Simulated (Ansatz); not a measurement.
## YPO4 (I4_1/amd): spin-orbit coupling beyond the local functionals

Aim: the spin-orbit change of the gap of YPO4 (I4_1/amd).

Method: density functionals with and without spin-orbit coupling, plane waves, PAW, in Ansatz 0.2.0.

The database entry behind the starting cell differs from later determinations by our own check (impure mineral, about 0.2 % long), so it need not match the best structure at ambient conditions.

### Step 1. Starting point

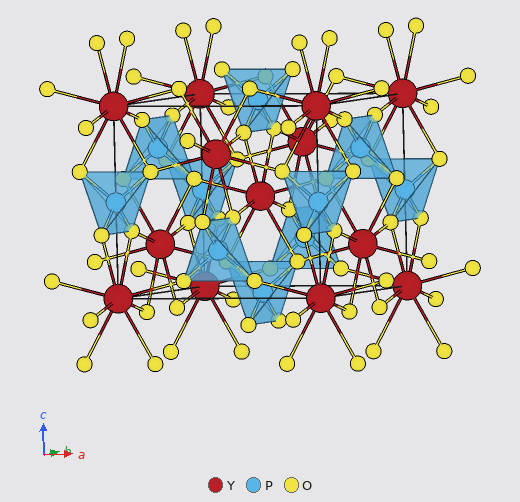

The starting structure, seen slightly off an axis (yttrium red, phosphorus blue, oxygen yellow). This picture shows the conventional cell, with its axes. Some periodic images of atoms are drawn too.

The cell and positions come from the Crystallography Open Database and are kept as given unless a step says otherwise. The default PAW set here is soft_2. Its files were made with PBE.

### Step 2. HSE06, 4×4×4 mesh

This step: DFT, HSE06, plane waves, PAW.

The input, input.yaml:

```yaml
crystal:
  lattice:
    - [-3.44735, 3.44735, 3.0138]
    - [3.44735, -3.44735, 3.0138]
    - [3.44735, 3.44735, -3.0138]
  atoms:
    - { symbol: "Y", position: [0.75, 0.25, 0.5] }
    - { symbol: "Y", position: [0.0, 0.0, 0.0] }
    - { symbol: P, position: [0.5, 0.5, 0.0] }
    - { symbol: P, position: [0.25, 0.75, 0.5] }
    - { symbol: O, position: [0.1661, 0.3408, 0.8253] }
    - { symbol: O, position: [0.0908, 0.7655, 0.6747] }
    - { symbol: O, position: [0.5155, 0.3408, 0.1747] }
    - { symbol: O, position: [0.0908, 0.4161, 0.3253] }
    - { symbol: O, position: [0.5839, 0.9092, 0.6747] }
    - { symbol: O, position: [0.6592, 0.8339, 0.1747] }
    - { symbol: O, position: [0.2345, 0.9092, 0.3253] }
    - { symbol: O, position: [0.6592, 0.4845, 0.8253] }
kpoints:
  mp_grid: { grid: [4, 4, 4] }
  band_path:
    path:
      - [0.0, 0.0, 0.0]
      - [0.0, 0.0, 0.5]
      - [-0.5, 0.5, 0.5]
      - [0.44107247, 0.44107247, -0.44107247]
      - [-0.44107247, 0.55892753, 0.44107247]
      - [0.25, 0.25, 0.25]
      - [0.0, 0.5, 0.0]
      - [0.0, 0.0, 0.35]
      - [0.0, 0.0, 0.1666666667]
    npoints: 1
hamiltonian:
  xc: hse06
scf:
  occupations: { method: fixed }
  n_extra_bands: 8
output:
  eigenvalues: true
```

Launch:

```sh
$ ansatz run input.yaml --threads 24 --pin off --max-ram 82944MiB --backend cuda --events-out ev --progress --plain --runs-dir out --devices 1 --max-vram 78GiB
```

Numbers of over 12 decimals in the logs are rounded to 6 here.

Output:

```text
scf.n_extra_bands = 8 over 40 filled bands (N_el = 80.0): the run solves 48 bands
GPUs: using 1 of 1 available (devices: 1).
Engine: ansatz 0.2.0, aarch64-unknown-linux-gnu
Pseudopotentials: kind: paw
Pseudopotential: Y, paw, valence charge 11, recommended cutoff 420 eV (normal), Y.paw.azcp
Pseudopotential: P, paw, valence charge 5, recommended cutoff 420 eV (normal), P.paw.azcp
Pseudopotential: O, paw, valence charge 6, recommended cutoff 420 eV (normal), O.paw.azcp
Functional definition: HSE06
  parameter a = 0.25
  parameter omega = 0.11/bohr
  exchange = pbe_x - a*pbe_x_sr(omega) + a*exact_x_sr(omega)
  correlation = pbe_c
davidson cushion auto → on  (no smearing: the cushion is to keep the highest requested band from converging to the state above it; pin scf.eigensolver.cushion to override)
[...]
Crystal: 12 atoms, lattice volume = 143.267 Å³
Basis set: ecut = 420 eV, 2783 PW (Γ)
Bands: 48, of which v1, the nominal top of the filled ones, is band 40 counted from 1 (39 counted from 0)
Symmetry: 16 space group operations
Space group: I41/amd (ITA 141), of the structure as read, at distance tolerance 5.2e-5 Å
k-points: 13 of 64
Non-local potential: Y, projectors of the file, l = 0: 3, l = 1: 2, l = 2: 2, l = 3: 1
Non-local potential: P, projectors of the file, l = 0: 2, l = 1: 2, l = 2: 2
Non-local potential: O, projectors of the file, l = 0: 2, l = 1: 2, l = 2: 1
PAW form: soft (Blöchl's): semilocal exchange-correlation on the pseudo side does not see the compensation charge
PAW frozen core: Y, regenerated for the run's functional, and the local potential with it (the file was generated under x = pbe(κ = 0.804, μ = 0.219515), c = pbe(β = 0.066725))
PAW frozen core: P, regenerated for the run's functional, and the local potential with it (the file was generated under x = pbe(κ = 0.804, μ = 0.219515), c = pbe(β = 0.066725))
PAW frozen core: O, regenerated for the run's functional, and the local potential with it (the file was generated under x = pbe(κ = 0.804, μ = 0.219515), c = pbe(β = 0.066725))
PAW one-centre angular grid: Y, 590 points (default); XC on 64 Gauss nodes
PAW one-centre angular grid: P, 110 points (default); XC on 64 Gauss nodes
PAW one-centre angular grid: O, 110 points (default); XC on 96 Gauss nodes
Initial density: superposition of atomic densities (neutral atoms: chi_scale 0, normalization atom), corrected by the library's trained network
Initial wavefunctions: pseudopotential atomic-orbital guess
[...]
Functional: x = pbe(κ = 0.804, μ = 0.219515), c = pbe(β = 0.066725), warm-up for x = pbe(κ = 0.804, μ = 0.219515) + 0.25 (exact − pbe) at short range (hse, ω = 0.207870 Å⁻¹), c = pbe(β = 0.066725); HSE06 as pw.x's `hse` composes it (authors' and Libxc's form: `xc: wpbeh`)
[...]
Frozen-core exchange: fock
SCF iter   1: F=—  HF=-13770.114365 eV  |F-HF|=—  |Δ(HF+E_count)|=         —  Δρ=7.15e-5  dr2=2.56e-6  ethr=4.88e-7  ⟨swp⟩=3.5  Hψ=1452  notcnv=0
[...]
SCF iter   2: F=—  HF=-13770.114366 eV  |F-HF|=—  |Δ(HF+E_count)|=   7.84e-7  Δρ=3.23e-5  dr2=8.68e-7  ethr=2.93e-9  ⟨swp⟩=4.2  Hψ=2238  notcnv=0
iter 3 solved again at ethr=3.45e-11 eV; its pass at ethr=8.22e-10 eV (dr2=2.76e-8 eV) is discarded
SCF iter   3: F=—  HF=-13770.114366 eV  |F-HF|=—  |Δ(HF+E_count)|=   2.10e-7  Δρ=7.85e-6  dr2=1.60e-7  ethr=3.45e-11  ⟨swp⟩=3.0  Hψ=3099  notcnv=0
SCF iter   4: F=—  HF=-13770.114367 eV  |F-HF|=—  |Δ(HF+E_count)|=   1.54e-6  Δρ=1.62e-5  dr2=3.38e-7  ethr=3.39e-11  ⟨swp⟩=6.7  Hψ=2623  notcnv=0  defer=5
SCF iter   5: F=-13770.114367 eV  HF=-13770.114367 eV  |F-HF|=6.17e-9  |Δ(HF+E_count)|=   1.12e-7  Δρ=2.64e-6  dr2=1.01e-8  ethr=3.39e-11  ⟨swp⟩=4.0  Hψ=2353  notcnv=0
SCF 3 converged in 5 iterations: F = -13770.114367 eV  dr2 = 1.01e-8
hybrid outer 2: dexx = +1.784e-6 eV, tail = 3.60e-8 eV, Δε = 1.72e-3 eV (about 4.26e-5 eV left of the loop's levels)
[...]
NSCF: frozen V_eff on 9 k-points
hybrid SCF converged: 2 outer / 11 inner (+2 warm-up), last move |dexx| = 1.78e-6 eV, tail = 3.60e-8 eV
Stability not checked: this state was not tested for a lower state beside it, because the functional holds exact exchange (a hybrid, or Hartree-Fock), whose exchange loop this test does not read (fock_operator; see scf.lower_state_search)
Free energy (F): -13770.114367 eV
Frozen-core exchange: fock
Harris-Foulkes:  -13770.114367 eV  (|F-HF|=6.17e-9)
Internal energy: -13770.114367 eV  (E = F + TS)
E sigma→0 (E₀):  -13770.114367 eV
Fermi energy:    5.522927 eV
--- Per-component energies (eV) ---
  E_band       = -445.781241
  E_kinetic    = 2200.640458
  E_local      = -4253.770236  (includes V_loc(G=0)·N_el)
  E_nonlocal   = 533.468437
  E_hartree    = 1464.177912
  E_xc         = -859.383635
  E_vxc        = -1024.968580  (∫ρ·V_xc dr)
  E_exx        = -231.030902  (= α·E_x^exact, valence–valence)
  E_paw        = -8045.209267  (= ΣΔE_a)
  E_vpaw       = -367.461864  (= ΣTr[D̂ρ^β])
  E_aug_tail   = 0.020076  (compensation charges beyond the density's cutoff)
  E_ewald      = -4577.901437
  E_core_change = -1.125773  (= ΣΔE_core)
  E_smearing   = -0.000000  (= −TS)
  E_closure    = 0.000000  (closes the sum)
  Σ components = -13770.114367   (vs F -13770.114367, Δ=0.00e0)
--- Band table (eV; the first three rows and the last of 13) ---
  k-point 0: bands = [... 36 lower, 4.9847, 5.0206, 5.0206, 5.5229, 13.5732, 13.6153, 14.5245, 14.7287, ... 4 higher]
  k-point 1: bands = [... 36 lower, 4.9397, 4.9666, 4.9897, 5.3338, 13.3941, 13.9797, 14.2326, 14.5673, ... 4 higher]
  k-point 2: bands = [... 36 lower, 4.7580, 4.7580, 5.0422, 5.0422, 13.4669, 13.4669, 14.5354, 14.5354, ... 4 higher]
  k-point 12: bands = [... 36 lower, 4.4844, 4.4844, 4.8195, 4.8195, 14.2270, 14.2270, 14.7811, 14.7811, ... 4 higher]
```

The job ended after 8.2 s (1 × NVIDIA GB200 (shared by 2 runs) with 24 threads of Arm Neoverse V2, shared host; peak memory 1.4 GiB).

In the SCF lines HF is the Harris–Foulkes energy and dr2 the Hartree energy of the density residual, in eV; the loop may stop once dr2 is under the threshold and the program's other checks hold. Hψ counts applications of the Hamiltonian.

This step gave:

```yaml
gap: 7.829 eV
valence_top_at: Γ
conduction_bottom_at: k = (0.000, 0.000, 0.350)
least_direct_gap: 8.049 eV
exact_exchange_fraction: 0.25
```

The gap is indirect, with the least direct gap 0.22 eV higher.

### Step 3. HSE06+SOC, 4×4×4 mesh

Spin-orbit coupling can split or shift the edges; a non-collinear run measures by how much.

This step: DFT, HSE06 with spin-orbit coupling, plane waves, PAW.

input.yaml: that of step 2 with these lines changed.

```diff
@@ -36,3 +36,6 @@
   occupations: { method: fixed }
-  n_extra_bands: 8
+  n_extra_bands: 16
+magnetization:
+  noncollinear: true
+  spin_orbit: true
 output:
```

Output:

```text
[...]
GPUs: using 1 of 1 available (devices: 1).
[...]
non-collinear run that drives no moment, with spin-orbit: no starting moment large enough to seed its density (crystal.atoms[].spin), no starting occupations that ask for one, no magnetisation constraint and no magnetic field, so the semilocal B_xc is pinned to zero
[...]
Crystal: 12 atoms, lattice volume = 143.267 Å³
Basis set: ecut = 420 eV, 2783 PW (Γ)
Bands: 96, of which v1, the nominal top of the filled ones, is band 80 counted from 1 (79 counted from 0)
Symmetry: 16 space group operations + 16 with time reversal
[...]
k-points: 13 of 64
Projection manifold: j_resolved (fully-relativistic pseudo-atomic orbitals)
[...]
SCF iter   1: F=—  HF=-13770.546286 eV  |F-HF|=—  |Δ(HF+E_count)|=         —  Δρ=9.45e-2  dr2=1.64e1  dr2_m=0.00e0 (ungated)  ethr=1.00e-1  |M|=0.00e0 ∫|m|=0.00e0 μB  |m|>n=0.0e0 m-floor=0.0e0 τ_xc=0.0e0  β_m=0.30  ⟨swp⟩=3.0  Hψ=5304  notcnv=0
[...]
SCF iter   2: F=—  HF=-13766.210514 eV  |F-HF|=—  |Δ(HF+E_count)|=    4.34e0  Δρ=4.28e-2  dr2=1.89e0  dr2_m=0.00e0 (ungated)  ethr=2.05e-2  |M|=0.00e0 ∫|m|=0.00e0 μB  |m|>n=0.0e0 m-floor=0.0e0 τ_xc=0.0e0  β_m=0.36  ⟨swp⟩=3.2  Hψ=3256  notcnv=0
[...]
SCF iter   5: F=-13766.063770 eV  HF=-13766.063144 eV  |F-HF|=6.26e-4  |Δ(HF+E_count)|=   3.68e-4  Δρ=1.66e-3  dr2=1.62e-3  dr2_m=0.00e0 (ungated)  ethr=3.90e-5  |M|=0.00e0 ∫|m|=0.00e0 μB  |m|>n=0.0e0 m-floor=0.0e0 τ_xc=0.0e0  ⟨swp⟩=4.0  Hψ=3270  notcnv=0
[...]
hybrid outer 1: dexx = +3.824e-2 eV, tail = 7.91e-5 eV
[...]
SCF 3 converged in 4 iterations: F = -13768.219027 eV  dr2 = 7.88e-8
[...]
site 11: m = (+0.0000, +0.0000, +0.0000) μB, |m| = 0.0000 μB  (R = 0.64 Å)
Free energy (F): -13768.219027 eV
Frozen-core exchange: fock
[...]
Internal energy: -13768.219027 eV  (E = F + TS)
E sigma→0 (E₀):  -13768.219027 eV
Fermi energy:    5.523818 eV
[...]
--- Band table (eV; the first three rows and the last of 13) ---
[...]
```

Run time: 22 s. Hardware: 1 × NVIDIA GB200 (shared by 2 runs) with 24 threads; peak memory 3 GiB.

This step gave:

```yaml
gap: 7.829 eV
valence_top_at: Γ
conduction_bottom_at: k = (0.000, 0.000, 0.350)
least_direct_gap: 8.049 eV
exact_exchange_fraction: 0.25
```

The gap is that of HSE06.

### Step 4. Together

Times are wall times on 1 × NVIDIA GB200 (shared by 2 runs) with 24 threads of Arm Neoverse V2, shared host, good to a factor of about two.

| level | gap (eV) | with coupling (eV) | change (eV) | time | with coupling |
| --- | --- | --- | --- | --- | --- |
| HSE06 | 7.83 | 7.83 | +0.0002 | 8.2 s | 22 s |

### Step 5. Summary of results

```json
{
  "HSE06": "7.83 eV",
  "HSE06+SOC": "7.83 eV"
}
```

Spin-orbit coupling changes the gap by +0.0002 eV and the least direct gap by +0.0001 eV.

[Paths, hosts, dates, memory and timing lines, banners, echoed tables and standing remarks are left out of the program output.]

[Logs are printed without paths, hosts, clocks, repeated set-up lines and the standing remarks that a program may print on its own settings, such as how far it seeks lower states.]

[Runs of the session that timed out or met a known fault of the program may be left out.]

[Cells called generated may have been cut or substituted from an entry of the Crystallography Open Database or the Materials Project.]

[Hosts, paths, dates, database ids (printed as entryN), source tags and the programs' standing remarks are cut or masked in the printed files.]
